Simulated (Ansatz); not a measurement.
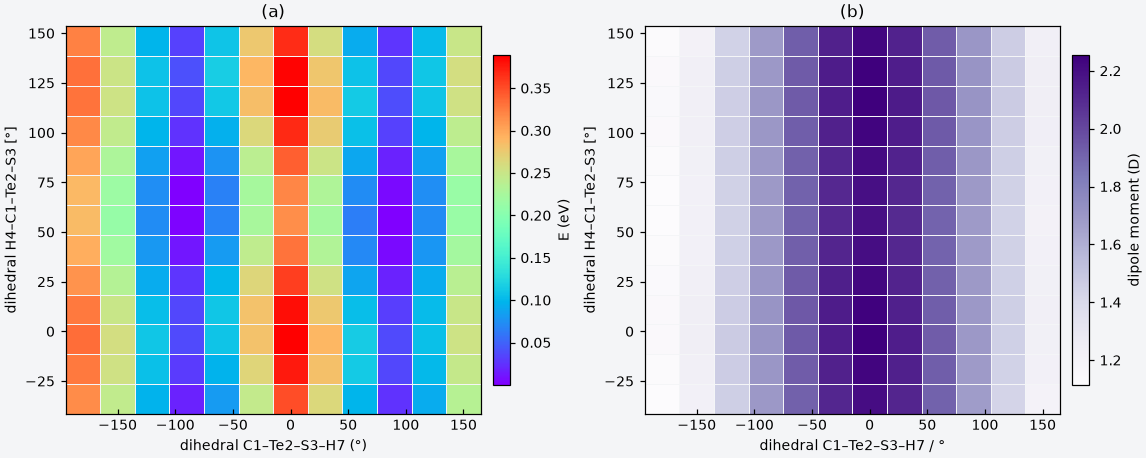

CH4STe, SMILES C[Te]S. The first coordinate is: dihedral C1–Te2–S3–H7; the second: dihedral H4–C1–Te2–S3. Nothing is relaxed (all other coordinates rigid). The grid has 12 × 13 points. Energies: eV, counted from the relaxed molecule at the same level. These are results of RKS B3LYP-D4/def2-TZVP in Ansatz, not measurements.

Panel (a) is the energy; panel (b) is the computed dipole moment, in D.

In the figure: one coloured cell a grid point.

How does the dipole moment vary over the map, and what is it at the lowest grid point?

Answer. Leaving out the highest fifth of the energies, it runs from 1.21 D at dihedral C1–Te2–S3–H7 = 150°, dihedral H4–C1–Te2–S3 = −34° to 2.15 D at dihedral C1–Te2–S3–H7 = −30°, dihedral H4–C1–Te2–S3 = 11°. At the lowest grid point, dihedral C1–Te2–S3–H7 = 90°, dihedral H4–C1–Te2–S3 = 56°, it is 1.68 D.
